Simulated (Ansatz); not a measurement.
## ZnO (zincite, P6_3mc): a volume series of phonon spectra

Aim: how the vibrations of ZnO (zincite) shift with volume, and the expansion that follows.

Method: DFT LDA, scalar-relativistic, plane waves, PAW, in Ansatz 0.2.0.

Experimental background.

For ZnO, wurtzite (polycrystalline, from oxalate precursor, 298 K), “Local structures of polar wurtzites Zn1-xMgxO studied by Raman and 67Zn/25Mg NMR spectroscopies and by total neutron scattering” (2008, arxiv:0808.0492) gives, by time-of-flight neutron powder diffraction: lattice constant a (a, Rietveld) 3.24945 ± 1e-05 Å; lattice constant c (c, Rietveld) 5.20574 ± 3e-05 Å.

## (1) The starting structure

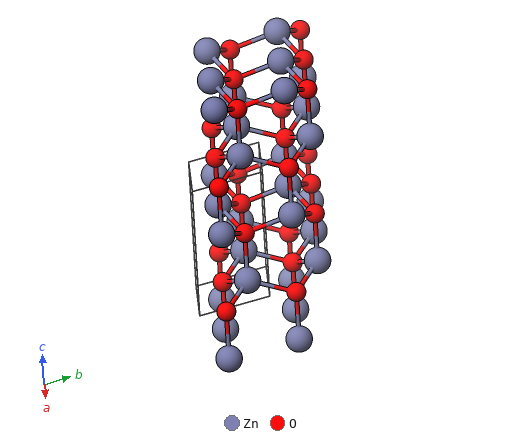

The starting structure, seen slightly off an axis (zinc blue, oxygen red). 3×2×2 cells are drawn. Some periodic images of atoms are drawn too.

## (2) A first coarse run

A cheap single point shows whether the cell is a metal or an insulator and how far it is from rest; that sets the k-mesh and the occupations of what follows.

Contents of input.yaml:

```yaml
crystal:
  lattice:
    - [3.249308, 0.0, 0.0]
    - [-1.624654, 2.8139832727, 0.0]
    - [0.0, 0.0, 5.205709]
  atoms:
    - { symbol: Zn, position: [0.3333333333, 0.6666666667, 0.5] }
    - { symbol: Zn, position: [0.6666666667, 0.3333333333, 0.0] }
    - { symbol: O, position: [0.6666666667, 0.3333333333, 0.37901] }
    - { symbol: O, position: [0.3333333333, 0.6666666667, 0.87901] }
kpoints:
  mp_grid: { grid: [6, 6, 4] }
hamiltonian:
  xc: lda
scf:
  occupations: { method: gaussian, width: 0.1 }
output:
  forces: true
  stress: true
  eigenvalues: true
```

Launch:

```
> ansatz run input.yaml --threads 4 --pin off --max-ram 8192MiB --backend cpu --events-out ev --progress --plain --runs-dir out
```

Numbers of over 12 decimals in the logs are rounded to 6 here.

Log:

```text
Engine: ansatz 0.2.0, aarch64-unknown-linux-gnu
Pseudopotentials: kind: paw
Pseudopotential: Zn, paw, valence charge 12, recommended cutoff 420 eV (normal), Zn.paw.azcp
Pseudopotential: O, paw, valence charge 6, recommended cutoff 420 eV (normal), O.paw.azcp
Functional definition: SPW92
  exchange = slater_x
  correlation = pw_c
Crystal: 4 atoms, lattice volume = 47.598 Å³
Basis set: ecut = 420 eV, 941 PW (Γ)
Bands: 22, of which v1, the nominal top of the filled ones, is band 18 counted from 1 (17 counted from 0)
Symmetry: 12 space group operations
Space group: P63mc (ITA 186), of the structure as read, at distance tolerance 3.6e-5 Å
k-points: 21 of 144 (time reversal used)
Non-local potential: Zn, projectors of the file, l = 0: 2, l = 1: 2, l = 2: 3, l = 3: 1
Non-local potential: O, projectors of the file, l = 0: 2, l = 1: 2, l = 2: 1
PAW form: soft (Blöchl's): semilocal exchange-correlation on the pseudo side does not see the compensation charge
PAW frozen core: Zn, regenerated for the run's functional, and the local potential with it (the file was generated under x = pbe(κ = 0.804, μ = 0.219515), c = pbe(β = 0.066725))
PAW frozen core: O, regenerated for the run's functional, and the local potential with it (the file was generated under x = pbe(κ = 0.804, μ = 0.219515), c = pbe(β = 0.066725))
PAW one-centre angular grid: Zn, 590 points (default); XC on 64 Gauss nodes
PAW one-centre angular grid: O, 110 points (default); XC on 64 Gauss nodes
Initial density: superposition of atomic densities (neutral atoms: chi_scale 0, normalization atom), corrected by the library's trained network
Initial wavefunctions: pseudopotential atomic-orbital guess
Functional: x = slater, c = lda
SCF iter   1: F=—  HF=-7603.920187 eV  |F-HF|=—  |Δ(HF+E_count)|=         —  Δρ=1.85e-2  dr2=1.40e-1  ethr=1.77e-3  ⟨swp⟩=5.3  Hψ=1965  notcnv=0
preconditioner: auto → Resta (q_TF=auto, 2.604 Å⁻¹)  ε∞=7.7  [insulator: Δε(μ)=0.553 eV  Ē_g=12.492 eV  σ=0.100 eV  W_gap=1.00  n_scr=22 (ndim 8)  ℏωp=32.3 eV  f_vac=0.035  D(μ)=0.00/eV (n_scr^D=0)  ε∞_Penn≈7.7]
SCF iter   2: F=—  HF=-7603.884630 eV  |F-HF|=—  |Δ(HF+E_count)|=   3.56e-2  Δρ=3.83e-3  dr2=2.63e-3  ethr=3.88e-4  ⟨swp⟩=3.0  Hψ=1077  notcnv=0
SCF iter   3: F=—  HF=-7603.883905 eV  |F-HF|=—  |Δ(HF+E_count)|=   7.25e-4  Δρ=2.05e-3  dr2=1.15e-3  ethr=7.30e-6  ⟨swp⟩=1.1  Hψ=498  notcnv=0
SCF iter   4: F=—  HF=-7603.883540 eV  |F-HF|=—  |Δ(HF+E_count)|=   3.65e-4  Δρ=4.48e-4  dr2=5.32e-5  ethr=3.19e-6  ⟨swp⟩=2.1  Hψ=843  notcnv=0
SCF iter   5: F=—  HF=-7603.883522 eV  |F-HF|=—  |Δ(HF+E_count)|=   1.76e-5  Δρ=1.56e-4  dr2=1.09e-5  ethr=1.48e-7  ⟨swp⟩=2.0  Hψ=798  notcnv=0
SCF iter   6: F=—  HF=-7603.883525 eV  |F-HF|=—  |Δ(HF+E_count)|=   2.69e-6  Δρ=3.32e-5  dr2=6.19e-7  ethr=3.02e-8  ⟨swp⟩=2.6  Hψ=821  notcnv=0
SCF iter   7: F=-7603.883525 eV  HF=-7603.883525 eV  |F-HF|=3.30e-9  |Δ(HF+E_count)|=   1.57e-7  Δρ=9.40e-6  dr2=4.88e-8  ethr=2.78e-10  ⟨swp⟩=4.1  Hψ=1688  notcnv=0
SCF 1 converged in 7 iterations: F = -7603.883525 eV  dr2 = 4.88e-8
  greatest PAW one-centre occupation: 0.987 electrons in one spin orbital (limit 2), on the Zn atom at site 0 (counted from 0), in its partial waves of l = 2
SCF converged after 7 iterations
Free energy (F): -7603.883525 eV
Harris-Foulkes:  -7603.883525 eV  (|F-HF|=3.30e-9)
Internal energy: -7603.883525 eV  (E = F + TS)
E sigma→0 (E₀):  -7603.883525 eV
Fermi energy:    7.141004 eV
--- Per-component energies (eV) ---
  E_band       = 48.736236
  E_kinetic    = 609.305792
  E_local      = -4008.149061  (includes V_loc(G=0)·N_el)
  E_nonlocal   = 1343.942073
  E_hartree    = 1638.644481
  E_xc         = -413.433200
  E_vxc        = -290.322048  (∫ρ·V_xc dr)
  E_paw        = -3814.911342  (= ΣΔE_a)
  E_vpaw       = -883.345308  (= ΣTr[D̂ρ^β])
  E_aug_tail   = 0.004351  (compensation charges beyond the density's cutoff)
  E_ewald      = -2962.594745
  E_core_change = 3.308126  (= ΣΔE_core)
  E_smearing   = -0.000000  (= −TS)
  E_closure    = -0.000000  (closes the sum)
  Σ components = -7603.883525   (vs F -7603.883525, Δ=0.00e0)
--- Forces (eV/Å), atoms counted from 1 ---
  atom   1  Zn     0.00000000    -0.00000000    -0.05136369
  atom   2  Zn     0.00000000     0.00000000    -0.05136369
  atom   3  O      0.00000000    -0.00000000     0.05133026
  atom   4  O     -0.00000000     0.00000000     0.05133026
  max |Σ_I F_I| component: 6.69e-5 eV/Å
--- Stress (GPa, compression-positive) ---
       -7.643843       0.000000      -0.000000
       -0.000000      -7.643843      -0.000000
       -0.000000      -0.000000      -5.944360
  P = ⅓ Tr σ = -7.0773 GPa (-70.773 kbar)
--- Band table (eV; the first three rows and the last of 21) ---
  k-point 0: bands = [... 14 lower, 5.9504, 6.6964, 6.7695, 6.7695, 7.5034, 11.8511, 14.8886, 19.4321]
  k-point 1: bands = [... 14 lower, 6.0724, 6.0724, 6.6515, 6.6515, 8.6486, 11.3678, 15.3347, 18.9287]
  k-point 2: bands = [... 14 lower, 6.3642, 6.3642, 6.3642, 6.3642, 10.1549, 10.1549, 16.7015, 16.7015]
  k-point 20: bands = [... 14 lower, 4.0455, 4.0455, 5.5334, 5.5334, 14.6239, 14.6239, 14.6583, 14.6583]
```

Run time: 1.1 s. Hardware: 4 threads of Arm Neoverse V2, shared host; peak memory 0.31 GiB.

A gap read on the k-mesh alone can miss the band edges.

This step gave:

```yaml
pressure: -7.077 GPa
volume_per_atom: 11.90 Å³
gap_on_the_k_mesh: 0.7338 eV
```

Force by atom:

```csv
atom,x (eV/Å),y (eV/Å),z (eV/Å),size
Zn1,0.0000,0.0000,-0.0514,0.0514
Zn2,0.0000,0.0000,-0.0514,0.0514
O3,0.0000,0.0000,0.0513,0.0513
O4,0.0000,0.0000,0.0513,0.0513
```

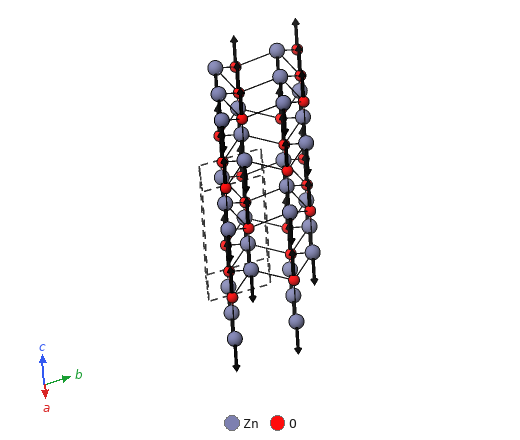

Force as arrows, the longest 0.0514 eV/Å. 3×2×2 cells are drawn. Some periodic images of atoms are drawn too.

The start is under -7.1 GPa at this level and looks like an insulator or semiconductor on this mesh.

## (3) Finding the static equilibrium

Phonons are second derivatives about a minimum, so cell and atoms are relaxed first, inside the symmetry of the start.

input.yaml, the sections that differ from step 2:

```yaml
kpoints:
  mp_grid: { grid: [9, 9, 6] }
scf:
  occupations: { method: gaussian, width: 0.02 }
relax:
  adjacent_minimum: "off"
  f_tol: 0.005
  max_steps: 80
  cell: { stress_tol: 0.05 }
# crystal, hamiltonian, output: as in step 2
```

Log:

```text
[...]
Crystal: 4 atoms, lattice volume = 47.598 Å³
Basis set: ecut = 420 eV, 941 PW (Γ)
Bands: 22, of which v1, the nominal top of the filled ones, is band 18 counted from 1 (17 counted from 0)
Symmetry: 12 space group operations
[...]
k-points: 48 of 486 (time reversal used)
[...]
SCF iter   1: F=—  HF=-7603.923266 eV  |F-HF|=—  |Δ(HF+E_count)|=         —  Δρ=1.87e-2  dr2=1.42e-1  ethr=1.77e-3  ⟨swp⟩=6.0  Hψ=4650  notcnv=0
[...]
SCF iter   7: F=-7603.885768 eV  HF=-7603.885768 eV  |F-HF|=2.00e-9  |Δ(HF+E_count)|=   1.77e-7  Δρ=1.01e-5  dr2=5.64e-8  ethr=2.78e-10  ⟨swp⟩=4.2  Hψ=3889  notcnv=0
SCF 1 converged in 7 iterations: F = -7603.885768 eV  dr2 = 5.64e-8
[...]
relax step   1: F+E_penalty+E_count = -7603.88576756 eV  Δ(F+E_penalty+E_count) = +0.000e0 eV  max|allowed force component| = 5.145e-2 eV/Å  Δτ_max = 0.0000 Å  P = -7.071 GPa  Ω = 47.598 Å³  (7 SCF iters, dr2 threshold 1.00e-7 eV, accepted)
Crystal: 4 atoms, lattice volume = 46.407 Å³
[...]
iter 1 solved again at ethr=7.22e-6 eV; its pass at ethr=3.10e-3 eV (dr2=2.60e-3 eV) is discarded
[...]
SCF iter   6: F=-7603.932746 eV  HF=-7603.932746 eV  |F-HF|=3.75e-8  |Δ(HF+E_count)|=   3.28e-7  Δρ=9.48e-6  dr2=3.70e-8  ethr=1.11e-9  ⟨swp⟩=5.0  Hψ=4673  notcnv=0
SCF 2 converged in 6 iterations: F = -7603.932746 eV  dr2 = 3.70e-8
[...]
relax step   2: F+E_penalty+E_count = -7603.93274636 eV  Δ(F+E_penalty+E_count) = -4.698e-2 eV  max|allowed force component| = 3.846e-2 eV/Å  Δτ_max = 0.0007 Å  P = -3.417 GPa  Ω = 46.407 Å³  energy of the carried Pulay correction = +6.819e-3 eV  (6 SCF iters, dr2 threshold 4.00e-7 eV, accepted)
Crystal: 4 atoms, lattice volume = 45.339 Å³
Basis set: ecut = 420 eV, 881 PW (Γ)
[...]
SCF iter   6: F=-7603.950186 eV  HF=-7603.950186 eV  |F-HF|=2.66e-8  |Δ(HF+E_count)|=   2.77e-7  Δρ=8.74e-6  dr2=2.82e-8  ethr=1.11e-9  ⟨swp⟩=5.0  Hψ=4691  notcnv=0
SCF 3 converged in 6 iterations: F = -7603.950186 eV  dr2 = 2.82e-8
relax step   3: F+E_penalty+E_count = -7603.95018627 eV  Δ(F+E_penalty+E_count) = -1.744e-2 eV  max|allowed force component| = 2.020e-3 eV/Å  Δτ_max = 0.0006 Å  P = +0.292 GPa  Ω = 45.339 Å³  energy of the carried Pulay correction = +1.308e-2 eV  (6 SCF iters, dr2 threshold 4.00e-7 eV, accepted)
[...]
relax step   4: F+E_penalty+E_count = -7603.94978649 eV  Δ(F+E_penalty+E_count) = +3.998e-4 eV  max|allowed force component| = 3.907e-3 eV/Å  Δτ_max = 0.0005 Å  P = +0.002 GPa  Ω = 45.419 Å³  energy of the carried Pulay correction = +1.261e-2 eV  (4 SCF iters, dr2 threshold 2.41e-7 eV, accepted)
[...]
relax step   5: F+E_penalty+E_count = -7603.93945309 eV  Δ(F+E_penalty+E_count) = +1.033e-2 eV  max|allowed force component| = 3.658e-3 eV/Å  Δτ_max = 0.0000 Å  P = -0.345 GPa  Ω = 45.419 Å³  stress off target by 3.54e-1 GPa  SCF on the basis re-selected at this cell (its energy is not comparable with the rows above)  (7 SCF iters)
[...]
relax step   6: F+E_penalty+E_count = -7603.94010432 eV  Δ(F+E_penalty+E_count) = -6.512e-4 eV  max|allowed force component| = 5.147e-4 eV/Å  Δτ_max = 0.0009 Å  P = -0.010 GPa  Ω = 45.326 Å³  energy of the carried Pulay correction = +5.428e-4 eV  (4 SCF iters, dr2 threshold 3.13e-7 eV, accepted)
[...]
SCF iter   6: F=-7603.939734 eV  HF=-7603.939734 eV  |F-HF|=1.82e-12  |Δ(HF+E_count)|=  3.64e-12  Δρ=5.37e-8  dr2=8.26e-13  ethr=1.00e-12  ⟨swp⟩=4.0  Hψ=3749  notcnv=0
SCF 7 converged in 6 iterations: F = -7603.939734 eV  dr2 = 8.26e-13
relax step   7: F+E_penalty+E_count = -7603.93973396 eV  Δ(F+E_penalty+E_count) = +3.704e-4 eV  max|allowed force component| = 4.820e-4 eV/Å  Δτ_max = 0.0000 Å  P = -0.018 GPa  Ω = 45.326 Å³  stress off target by 2.78e-2 GPa  SCF on the basis re-selected at this cell (its energy is not comparable with the rows above)  (6 SCF iters)
[...]
SCF converged after 6 iterations
Free energy (F): -7603.939734 eV
[...]
Internal energy: -7603.939734 eV  (E = F + TS)
E sigma→0 (E₀):  -7603.939734 eV
Fermi energy:    7.934828 eV
[...]
--- Forces (eV/Å), atoms counted from 1 ---
  atom   1  Zn    -0.00000000    -0.00000000    -0.00050000
  atom   2  Zn     0.00000000     0.00000000    -0.00050000
  atom   3  O      0.00000000    -0.00000000     0.00046407
  atom   4  O      0.00000000     0.00000000     0.00046407
  max |Σ_I F_I| component: 7.19e-5 eV/Å
--- Stress (GPa, compression-positive) ---
       -0.013806       0.000000       0.000000
        0.000000      -0.013806      -0.000000
        0.000000      -0.000000      -0.027804
  P = ⅓ Tr σ = -0.0185 GPa (-0.185 kbar)
--- Band table (eV; the first three rows and the last of 48) ---
  k-point 0: bands = [... 14 lower, 6.6757, 7.4289, 7.5345, 7.5345, 8.3348, 12.8271, 15.7262, 20.5268]
  k-point 1: bands = [... 14 lower, 6.7333, 6.8665, 7.4781, 7.4781, 8.9814, 12.5811, 15.9420, 20.5299]
  k-point 2: bands = [... 14 lower, 6.8924, 6.8924, 7.3223, 7.3223, 9.9926, 11.9288, 16.5651, 19.0017]
  k-point 47: bands = [... 14 lower, 4.6522, 4.6522, 6.1616, 6.1616, 15.4519, 15.4519, 15.6147, 15.6147]
--- Relaxed structure (5 steps of the walk, 5 accepted, 2 SCFs on fresh bases) ---
  F+E_penalty+E_count = -7603.93973396 eV   max|allowed force component| = 4.820e-4 eV/Å   (the final SCF, on the basis selected at the relaxed cell)
  cell:  # Å, volume = 45.3262 Å³
    - [3.186852, 0.0, 0.0]
    - [-1.593426, 2.759895, -1.5239192411908073e-18]
    - [0.0, -2.8191639183058156e-18, 5.153413]
  atoms:
    - { symbol: Zn, position: [0.333333, 0.666667, 0.500336] }
    - { symbol: Zn, position: [0.666667, 0.333333, 0.000336255] }
    - { symbol: O, position: [0.666667, 0.333333, 0.378674] }
    - { symbol: O, position: [0.333333, 0.666667, 0.878674] }
```

Elapsed: 8.3 s, on 4 threads; peak memory 0.39 GiB.

The steps of the relaxation:

```csv
step,energy less that of the first step (eV),largest force component (eV/Å),pressure (GPa),volume (Å³)
1,0.0000,0.0514,-7.07,47.60
2,-0.0470,0.0385,-3.42,46.41
3,-0.0644,0.0020,0.29,45.34
4,-0.0640,0.0039,0.00,45.42
5*,-0.0537,0.0037,-0.34,45.42
6,-0.0543,0.0005,-0.01,45.33
7*,-0.0540,0.0005,-0.02,45.33
```

Relaxation steps marked * repeat the geometry before them on a plane-wave basis chosen anew for their cell, so energy and pressure can jump there.

Forces are held to the 12 operations that the run works with; a distortion that breaks them can't arise in this run.

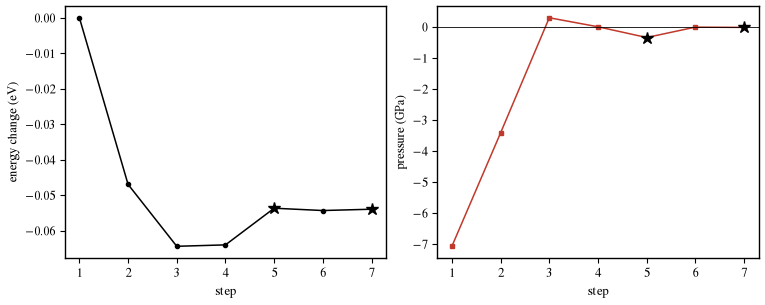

Energy and pressure along the relaxation. Stars mark steps on a basis chosen anew.

```csv
"conventional cell, symmetrised",before,after,change
a (Å),3.249,3.187,-1.9 %
b (Å),3.249,3.187,-1.9 %
c (Å),5.206,5.153,-1.0 %
volume (Å³/atom),11.90,11.33,-4.8 %
```

Final coordinates:

```xyz
4
Lattice="3.1869 0.0000 0.0000 -1.5934 2.7599 0.0000 0.0000 0.0000 5.1534" Properties=species:S:1:pos:R:3 pbc="T T T"
Zn    0.0000    1.8399    2.5784
Zn    1.5934    0.9200    0.0017
O     1.5934    0.9200    1.9515
O     0.0000    1.8399    4.5282
```

This step gave:

```
pressure          : -0.01847 GPa
gap on the k-mesh : 0.8002 eV
volume per atom   : 11.33 Å³
```

The relaxation ends with a largest force component of 4.8e-4 eV/Å and a pressure of -0.02 GPa.

## (4) Tight relaxation

The thresholds are tightened for a last relaxation ahead of the phonons, and where mesh or smearing change with them the cell follows.

Contents of input.yaml:

```yaml
crystal:
  lattice:
    - [3.1868518998, 0.0, 0.0]
    - [-1.5934259499, 2.7598947034, 0.0]
    - [0.0, 0.0, 5.15341315]
  atoms:
    - { symbol: Zn, position: [0.3333333333, 0.6666666667, 0.5003362553] }
    - { symbol: Zn, position: [0.6666666667, 0.3333333333, 0.0003362553] }
    - { symbol: O, position: [0.6666666667, 0.3333333333, 0.3786737447] }
    - { symbol: O, position: [0.3333333333, 0.6666666667, 0.8786737447] }
kpoints:
  mp_grid: { grid: [9, 9, 6] }
hamiltonian:
  xc: lda
scf:
  occupations: { method: fixed }
output:
  forces: true
  stress: true
  eigenvalues: true
relax:
  adjacent_minimum: "off"
  f_tol: 0.001
  max_steps: 60
  cell: { stress_tol: 0.01 }
```

Log:

```text
[...]
Crystal: 4 atoms, lattice volume = 45.326 Å³
Basis set: ecut = 420 eV, 881 PW (Γ)
Bands: 22, of which v1, the nominal top of the filled ones, is band 18 counted from 1 (17 counted from 0)
Symmetry: 12 space group operations
[...]
k-points: 48 of 486 (time reversal used)
[...]
--- Relaxed structure (3 steps of the walk, 3 accepted, 1 SCFs on fresh bases) ---
[...]
cell:  # Å, volume = 45.3211 Å³
    - [3.186889, 0.0, 0]
    - [-1.593445, 2.759927, 0]
    - [0, 0.0, 5.152708]
  atoms:
    - { symbol: Zn, position: [0.333333, 0.666667, 0.500316] }
    - { symbol: Zn, position: [0.666667, 0.333333, 0.000316421] }
    - { symbol: O, position: [0.666667, 0.333333, 0.378694] }
    - { symbol: O, position: [0.333333, 0.666667, 0.878694] }
[key lines of the parts left out:]
SCF converged after 6 iterations
Free energy (F): -7603.939765 eV
Fermi energy:    7.536280 eV
P = ⅓ Tr σ = -0.0001 GPa (-0.001 kbar)
```

The job ended after 4.8 s (4 threads; peak memory 0.39 GiB; 16 s of CPU time).

Little changed from the start: no atom moved by 0.005 Å and no cell edge by 0.1 %.

This step gave:

* pressure: -1.11e-4 GPa
* gap on the k-mesh: 0.8006 eV

The residual pressure is -1.1e-4 GPa, small enough for phonons.

(Part 1 of 4 ends here.)

[Logs are printed without paths, hosts, clocks, repeated set-up lines and the standing remarks that a program may print on its own settings, such as how far it seeks lower states.]

[Hosts, paths, dates, database ids (printed as entryN), source tags and the programs' standing remarks are cut or masked in the printed files.]

[A step with changed settings may run another functional than the one named; its input shows which.]

[Of the runs on displaced cells, only some may be shown.]
